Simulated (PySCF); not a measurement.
**Geometry relaxation, with input and output: C$_{3}$H$_{8}$AlFO**

System: C$_{3}$H$_{8}$AlFO, SMILES CC[O][Al]([CH3])[F].
Method: PBE0-D3(BJ)/def2-SVP geometry optimisation, gas phase (PySCF 2.14.0).

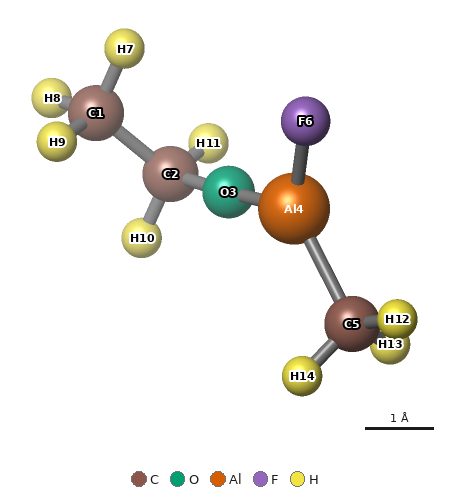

*The input geometry (ball-and-stick view, seen at a tilt; atoms are numbered from 1 in the order of the input). Sticks mark near contacts.*

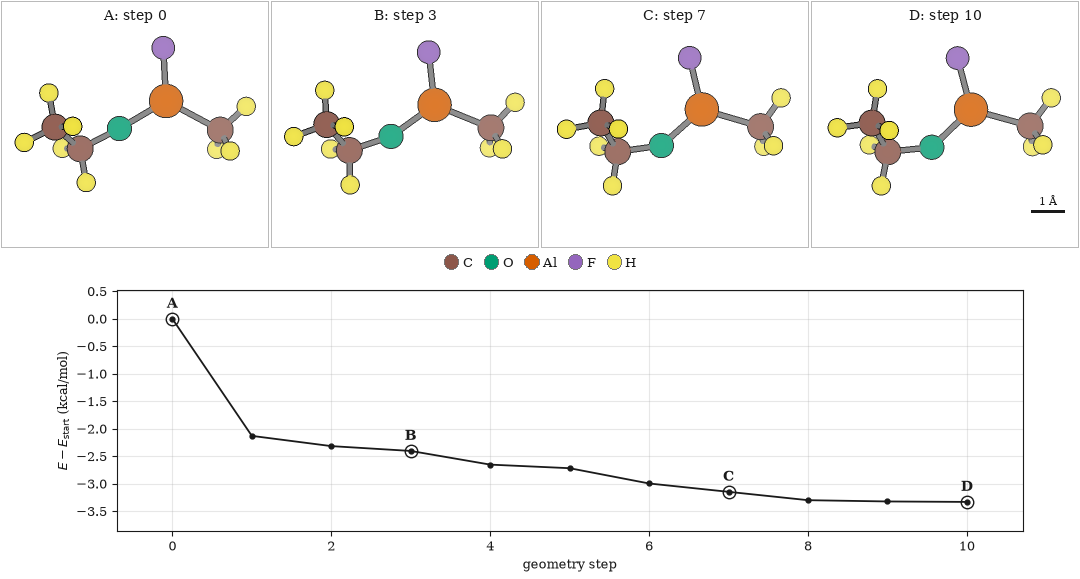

*Frames of the relaxation (ball-and-stick view, seen at a tilt) above the curves, on which the letters mark them (steps are counted from 0).*

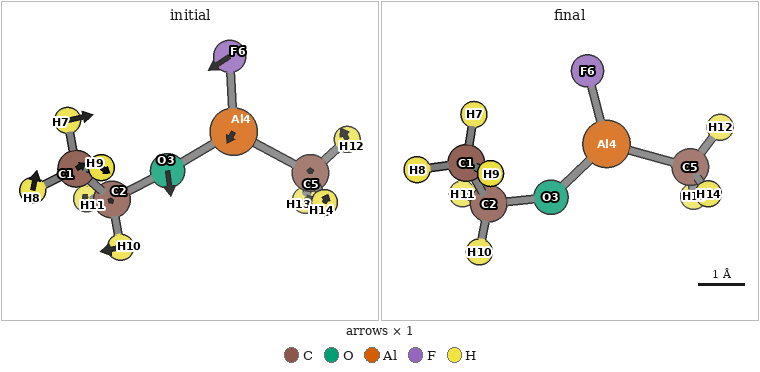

*Before (left) and after (right) the relaxation, at one scale (ball-and-stick view, seen at a tilt). The black arrows give the displacements, at true length.*

Over 10 geometry steps the energy falls by 3.33 kcal/mol. Largest force component: 1.2 eV/Å at the start, 0.021 eV/Å at the end. The largest moves after the best rigid fit, 0.59 Å, are those of O3 and H7. By element the largest moves are O 0.59 Å, H 0.59 Å, F 0.58 Å, Al 0.31 Å, C 0.25 Å. Among the contacts that change: C5–H13 1.069 → 1.102 Å, C1–H8 1.075 → 1.101 Å, C1–C2 1.495 → 1.516 Å, C2–H11 1.086 → 1.107 Å. Among the angles that change: C2–O3–Al4 175.3° → 141.3°, H10–C2–H11 109.1° → 106.2°, O3–Al4–F6 116.4° → 118.6°. (Atoms are counted from 1 in the order of the input.)

The input that produced these results follows, with the program's output.

### Input file
```
{"job": {"xc": "PBE0", "basis": "def2-SVP", "d3": "d3bj", "grid": 1, "shake": 0.01, "kind": "geom"}, "charge": 0, "multiplicity": 1}
C     -2.480000    -0.236400     0.282150
C     -1.246370    -0.873290    -0.272010
O     -0.128430    -0.094540    -0.021040
Al     1.150700     0.944460     0.347580
C      2.920890     0.260620     0.801170
F      0.813630     2.578150     0.307550
H     -2.629410     0.760110    -0.186810
H     -3.351270    -0.829510     0.069960
H     -2.406590    -0.062290     1.371370
H     -1.104490    -1.857000     0.201800
H     -1.342300    -1.007200    -1.345220
H      3.639740     1.088320     0.909170
H      3.260460    -0.413460     0.043760
H      2.896280    -0.273070     1.762850
```

The first line tells a small driver script what to run in PySCF; the rest is the geometry in Å.

Launched with:
```bash
OMP_NUM_THREADS=1 python <driver script> task.json out
```

### Log
```
step   0  E = -536.03019656  max force = 0.024265
step   1  E = -536.03358874  max force = 0.005064
step   2  E = -536.03388542  max force = 0.002156
step   3  E = -536.03402557  max force = 0.002087
step   4  E = -536.03442164  max force = 0.002929
step   5  E = -536.03452556  max force = 0.007617
step   6  E = -536.03496829  max force = 0.004045
step   7  E = -536.03521030  max force = 0.003032
step   8  E = -536.03545247  max force = 0.001185
step   9  E = -536.03548949  max force = 0.000502
step  10  E = -536.03550291  max force = 0.000405
optimisation converged
```

### Trajectory as extended XYZ (Å, eV, eV/Å), 11 frames, from step=0 to step=10
```
14
Properties=species:S:1:pos:R:3:forces:R:3 step=0 energy=-14586.12460
C    -2.4800   -0.2364    0.2822    0.0660   1.2478   0.1259
C    -1.2464   -0.8733   -0.2720    0.6418   0.3357   0.7686
O    -0.1284   -0.0945   -0.0210    0.7355   0.3304   0.1040
Al    1.1507    0.9445    0.3476   -0.5201  -0.5567  -0.0811
C     2.9209    0.2606    0.8012   -0.6021   1.1240   0.7589
F     0.8136    2.5781    0.3075    0.1070  -0.0384   0.0216
H    -2.6294    0.7601   -0.1868    0.0169  -0.2719   0.1251
H    -3.3513   -0.8295    0.0700   -0.7843  -0.5355  -0.0781
H    -2.4066   -0.0623    1.3714    0.0321  -0.1739  -0.1409
H    -1.1045   -1.8570    0.2018    0.0106  -0.2789  -0.1308
H    -1.3423   -1.0072   -1.3452   -0.1289  -0.2623  -0.6326
H     3.6397    1.0883    0.9092    0.0408  -0.0655  -0.0719
H     3.2605   -0.4135    0.0438    0.4286  -0.7545  -0.7692
H     2.8963   -0.2731    1.7629   -0.0440  -0.1001   0.0004
14
Properties=species:S:1:pos:R:3:forces:R:3 step=1 energy=-14586.21690
C    -2.4214   -0.2964    0.2908   -0.0726  -0.1039  -0.0877
C    -1.1857   -0.9835   -0.2556   -0.1441  -0.0046  -0.1304
O    -0.0323   -0.2720    0.0044   -0.0236  -0.1788  -0.0161
Al    1.0515    0.9361    0.3628    0.1513   0.2604   0.0454
C     2.8758    0.4747    0.7938    0.0296  -0.1427  -0.1731
F     0.5759    2.5372    0.3243   -0.0185  -0.1042  -0.0116
H    -2.5279    0.7034   -0.1539   -0.0309   0.0539  -0.0126
H    -3.3332   -0.8768    0.0630    0.1000   0.0593   0.0469
H    -2.3458   -0.1780    1.3811   -0.0209  -0.0015   0.0672
H    -1.0942   -1.9981    0.1786   -0.0157   0.0252  -0.0126
H    -1.2960   -1.1237   -1.3511    0.0123  -0.0023   0.0979
H     3.5442    1.3422    0.8636    0.0411   0.0682  -0.0052
H     3.2685   -0.2128    0.0193   -0.0213   0.1075   0.1526
H     2.9165   -0.0659    1.7518    0.0134  -0.0365   0.0394
14
Properties=species:S:1:pos:R:3:forces:R:3 step=2 energy=-14586.22498
C    -2.4306   -0.2840    0.2914    0.0254   0.0110  -0.0163
C    -1.2089   -0.9892   -0.2655   -0.0723   0.0511  -0.0205
O    -0.0351   -0.3073   -0.0014    0.0851  -0.1108   0.0257
Al    1.0653    0.8948    0.3591    0.0120   0.1109   0.0077
C     2.9034    0.4841    0.7989   -0.0273  -0.0818  -0.0389
F     0.5663    2.4862    0.3175   -0.0211  -0.0090  -0.0109
H    -2.5263    0.7240   -0.1412   -0.0057  -0.0024   0.0070
H    -3.3493   -0.8465    0.0634    0.0063  -0.0044   0.0080
H    -2.3528   -0.1798    1.3850   -0.0056   0.0000  -0.0006
H    -1.1403   -2.0084    0.1596   -0.0032   0.0007   0.0026
H    -1.3231   -1.1197   -1.3589    0.0025   0.0095   0.0108
H     3.5454    1.3746    0.8651   -0.0319   0.0162  -0.0057
H     3.3242   -0.1935    0.0376    0.0279   0.0075   0.0274
H     2.9577   -0.0491    1.7622    0.0080   0.0016   0.0038
14
Properties=species:S:1:pos:R:3:forces:R:3 step=3 energy=-14586.22879
C    -2.4253   -0.2711    0.2954    0.0315   0.0293   0.0167
C    -1.2178   -0.9922   -0.2706   -0.0254   0.0820   0.0180
O    -0.0296   -0.3342   -0.0036    0.1038  -0.1073   0.0361
Al    1.0679    0.8747    0.3539   -0.0479   0.0320  -0.0141
C     2.9085    0.4814    0.7992   -0.0271  -0.0247   0.0240
F     0.5504    2.4592    0.3060   -0.0094   0.0210  -0.0082
H    -2.5099    0.7427   -0.1267    0.0056  -0.0148   0.0037
H    -3.3514   -0.8189    0.0671   -0.0327  -0.0174  -0.0064
H    -2.3442   -0.1787    1.3904    0.0039   0.0019  -0.0169
H    -1.1675   -2.0155    0.1466    0.0044  -0.0051   0.0054
H    -1.3350   -1.1124   -1.3637   -0.0102   0.0087  -0.0262
H     3.5310    1.3865    0.8630   -0.0219  -0.0015   0.0025
H     3.3504   -0.1915    0.0486    0.0271  -0.0233  -0.0274
H     2.9684   -0.0435    1.7674   -0.0018   0.0194  -0.0072
14
Properties=species:S:1:pos:R:3:forces:R:3 step=4 energy=-14586.23957
C    -2.3911   -0.2197    0.3155    0.0035   0.0324   0.0786
C    -1.2450   -1.0051   -0.2875    0.0633   0.1006   0.0618
O    -0.0045   -0.4497   -0.0095    0.1272  -0.1304   0.0525
Al    1.0669    0.7942    0.3322   -0.1506  -0.1073  -0.0577
C     2.9148    0.4723    0.7988   -0.0130   0.1345   0.1351
F     0.4784    2.3515    0.2569    0.0190   0.0866  -0.0029
H    -2.4166    0.8128   -0.0675    0.0231  -0.0228  -0.0092
H    -3.3531   -0.6987    0.0854   -0.0736  -0.0148  -0.0305
H    -2.2951   -0.1735    1.4130    0.0217   0.0088  -0.0329
H    -1.2682   -2.0419    0.0962    0.0133  -0.0124   0.0012
H    -1.3754   -1.0799   -1.3815   -0.0368   0.0076  -0.0745
H     3.4666    1.4243    0.8530    0.0237  -0.0447   0.0151
H     3.4280   -0.1828    0.0831    0.0043  -0.0698  -0.1178
H     2.9903   -0.0173    1.7848   -0.0251   0.0317  -0.0188
14
Properties=species:S:1:pos:R:3:forces:R:3 step=5 energy=-14586.24239
C    -2.2763   -0.1117    0.3665   -0.0744   0.0197   0.1483
C    -1.2832   -1.0287   -0.3137    0.0983   0.0268   0.0604
O     0.0419   -0.7194   -0.0141    0.1147  -0.0940   0.0525
Al    1.0333    0.6131    0.2856   -0.1021  -0.2715  -0.0769
C     2.8899    0.4591    0.7922   -0.0528   0.3917   0.2790
F     0.2959    2.1010    0.1440    0.0676   0.1958   0.0163
H    -2.1425    0.9400    0.0668    0.0381  -0.0541  -0.0281
H    -3.3050   -0.4136    0.1281   -0.1093   0.0047  -0.0531
H    -2.1680   -0.1686    1.4633    0.0388   0.0071  -0.0429
H    -1.4783   -2.0729   -0.0094    0.0094  -0.0183  -0.0005
H    -1.4262   -0.9943   -1.4067   -0.0742   0.0039  -0.1221
H     3.2988    1.4842    0.8162    0.1170  -0.0906   0.0290
H     3.5276   -0.1481    0.1429   -0.0146  -0.1391  -0.2230
H     2.9881    0.0462    1.8114   -0.0567   0.0178  -0.0390
14
Properties=species:S:1:pos:R:3:forces:R:3 step=6 energy=-14586.25444
C    -2.3358   -0.1657    0.3450   -0.0093   0.0106   0.0780
C    -1.2641   -1.0189   -0.3014    0.0750   0.0549   0.0428
O     0.0266   -0.5879   -0.0109    0.0644  -0.0999   0.0423
Al    1.0501    0.7108    0.3054   -0.1564  -0.1359  -0.0634
C     2.9018    0.4670    0.7972    0.0144   0.2080   0.1399
F     0.3931    2.2400    0.1920    0.0334   0.0686  -0.0034
H    -2.2786    0.8797    0.0040    0.0172  -0.0057  -0.0130
H    -3.3375   -0.5541    0.1095   -0.0461   0.0037  -0.0305
H    -2.2267   -0.1725    1.4421    0.0213   0.0080  -0.0234
H    -1.3734   -2.0648    0.0400    0.0209  -0.0092  -0.0060
H    -1.4085   -1.0361   -1.3968   -0.0301   0.0094  -0.0503
H     3.3985    1.4501    0.8367    0.0542  -0.0527   0.0135
H     3.4672   -0.1761    0.1100   -0.0306  -0.0672  -0.1051
H     2.9833    0.0147    1.8001   -0.0283   0.0074  -0.0214
14
Properties=species:S:1:pos:R:3:forces:R:3 step=7 energy=-14586.26103
C    -2.3202   -0.1576    0.3536   -0.0064  -0.0030   0.0456
C    -1.2635   -1.0237   -0.3019    0.0450   0.0440   0.0189
O     0.0348   -0.6168   -0.0076    0.0526  -0.0637   0.0344
Al    1.0399    0.7003    0.3000   -0.1146  -0.0842  -0.0459
C     2.8920    0.4717    0.7974    0.0226   0.1559   0.0901
F     0.3750    2.2264    0.1738    0.0238   0.0265  -0.0090
H    -2.2416    0.8890    0.0206    0.0089  -0.0001  -0.0084
H    -3.3299   -0.5236    0.1139   -0.0246   0.0074  -0.0170
H    -2.2090   -0.1755    1.4501    0.0114   0.0033  -0.0121
H    -1.3884   -2.0712    0.0287    0.0149  -0.0049  -0.0043
H    -1.4107   -1.0269   -1.3980   -0.0201   0.0063  -0.0239
H     3.3962    1.4507    0.8317    0.0368  -0.0378   0.0074
H     3.4504   -0.1789    0.1091   -0.0333  -0.0457  -0.0608
H     2.9711    0.0224    1.8014   -0.0171  -0.0041  -0.0150
14
Properties=species:S:1:pos:R:3:forces:R:3 step=8 energy=-14586.26762
C    -2.2673   -0.1314    0.3837    0.0092  -0.0086  -0.0081
C    -1.2609   -1.0334   -0.3046   -0.0368  -0.0247  -0.0275
O     0.0614   -0.7135    0.0034   -0.0256   0.0435   0.0100
Al    1.0076    0.6587    0.2798    0.0609   0.0348   0.0054
C     2.8609    0.4869    0.7975    0.0027   0.0130  -0.0014
F     0.3087    2.1659    0.0989   -0.0012  -0.0298  -0.0156
H    -2.1213    0.9188    0.0862   -0.0089   0.0044   0.0024
H    -3.2987   -0.4219    0.1292    0.0136  -0.0003   0.0054
H    -2.1560   -0.1947    1.4781   -0.0108  -0.0057   0.0088
H    -1.4423   -2.0838   -0.0125    0.0020  -0.0039  -0.0065
H    -1.4124   -0.9867   -1.4007    0.0001  -0.0074   0.0166
H     3.3794    1.4572    0.8098    0.0006  -0.0006  -0.0064
H     3.4026   -0.1888    0.1161   -0.0124  -0.0003   0.0161
H     2.9342    0.0528    1.8080    0.0068  -0.0145   0.0006
14
Properties=species:S:1:pos:R:3:forces:R:3 step=9 energy=-14586.26863
C    -2.2878   -0.1482    0.3774    0.0093  -0.0037  -0.0056
C    -1.2577   -1.0293   -0.3025   -0.0138   0.0036  -0.0068
O     0.0542   -0.6704    0.0027   -0.0105   0.0030   0.0166
Al    1.0175    0.6863    0.2852    0.0258   0.0246  -0.0069
C     2.8695    0.4881    0.7991   -0.0051  -0.0046   0.0016
F     0.3388    2.2022    0.1079   -0.0077  -0.0188  -0.0153
H    -2.1705    0.9034    0.0715   -0.0022   0.0005   0.0010
H    -3.3104   -0.4687    0.1241    0.0044   0.0010   0.0037
H    -2.1769   -0.1996    1.4724   -0.0057  -0.0025   0.0031
H    -1.4121   -2.0811    0.0005    0.0068  -0.0026  -0.0067
H    -1.4090   -0.9983   -1.3988   -0.0014   0.0011   0.0101
H     3.4040    1.4495    0.8129   -0.0013   0.0020  -0.0051
H     3.3966   -0.1945    0.1135   -0.0040   0.0016   0.0097
H     2.9397    0.0471    1.8070    0.0052  -0.0053   0.0007
14
Properties=species:S:1:pos:R:3:forces:R:3 step=10 energy=-14586.26899
C    -2.2879   -0.1506    0.3810    0.0059  -0.0015   0.0008
C    -1.2570   -1.0278   -0.3025   -0.0069   0.0010  -0.0023
O     0.0548   -0.6694    0.0042   -0.0145   0.0047   0.0192
Al    1.0183    0.6884    0.2822    0.0208   0.0119  -0.0117
C     2.8690    0.4896    0.7996   -0.0057  -0.0088   0.0050
F     0.3395    2.2027    0.0932   -0.0054  -0.0100  -0.0118
H    -2.1716    0.9026    0.0806   -0.0002   0.0005  -0.0005
H    -3.3100   -0.4707    0.1254    0.0022   0.0004   0.0016
H    -2.1783   -0.2079    1.4759   -0.0031  -0.0009   0.0009
H    -1.4109   -2.0807   -0.0034    0.0083  -0.0035  -0.0086
H    -1.4084   -0.9927   -1.3986   -0.0027   0.0018   0.0055
H     3.4070    1.4491    0.8079   -0.0009   0.0022  -0.0036
H     3.3936   -0.1990    0.1179   -0.0010   0.0021   0.0051
H     2.9380    0.0529    1.8095    0.0033   0.0001   0.0004
```

### Summary

```tsv
quantity	value
outcome	converged
total energy	−536.035503 hartree
dipole moment	1.07 D
point group	C1
hardware	1 CPU thread, shared host
wall time	64 s
peak memory	0.54 GiB
```
